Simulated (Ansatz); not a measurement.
Electronic density of states of amorphous In$_{9}$Ga$_{9}$Zn$_{9}$O$_{39}$Y$_{2}$, density 5.83 g/cm³, on a 2×2×2 Γ-centred mesh with a Gaussian width of 0.1 eV; energies count from the Fermi level, whose place inside the gap is arbitrary. Cell and mesh are small, so fine structure isn't converged. Level of theory: PBE, scalar-relativistic without spin-orbit coupling (plane waves to 420 eV, PAW; Ansatz, a quantum-chemistry and plane-wave program). Sampling: a 2×2×2 Γ-centred mesh; Fermi-Dirac width 0.02 eV; no spin polarisation. At PBE the levels at the filled edge of the gap are localised (band-tail or defect states).

It comes from a melt-quench run on a machine-learned potential (CHGNet), relaxed afterwards by DFT. O atoms were pushed apart under 1.9 Å during the dynamics, to hinder bonds among them. The hot cell started wider than the set density and was brought back towards it in steps. It is the lowest in DFT energy of 2 quenches. It is a model cell: composition and starting density were chosen by hand, and all elements were melted together. No dispersion term was used. Its density started from a set value of 5.83 and ended at 5.83 g/cm³. The simulated quench (nominally 320 K/ps over its main leg) is rapid and tends to freeze in more defects than a deposited or slowly cooled glass has. Values belong to this one cell and scatter from quench to quench. The volume was held where the preparation left it and the shape relaxed, at a PBE pressure of 2.6 GPa. Stress components on the final sampling reach 2.7 GPa.

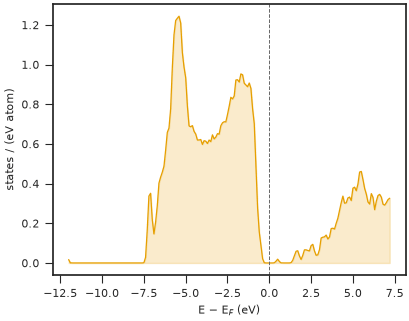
Density of states per atom

The level gap on this mesh is 1.01 eV; the broadening fills part of it in the curve.
